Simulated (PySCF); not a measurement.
SMILES Cl[Se][SeH] at its PBE0/def2-SVP optimised geometry (Å):

```
4

Se    -0.8183    -1.1088     0.0000
Cl     1.3906    -1.1088     0.0000
Se    -1.3906     1.1088     0.0000
H     -1.3748     1.3086    -1.4650
```

Computed with PBE0/def2-TZVP run with PySCF.

Map of the log10 of the electron density (e/bohr³), floored at −4 on the plane z = 1.0 Å:

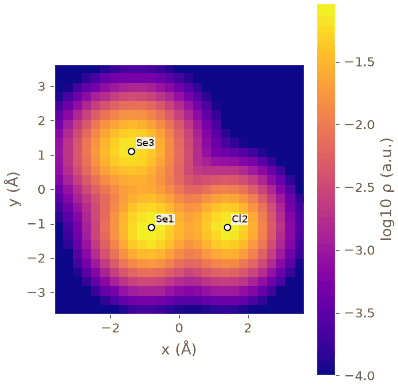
Fig. 1. Log10 of the electron density (e/bohr³), floored at −4 on the plane z = 1.0 Å.
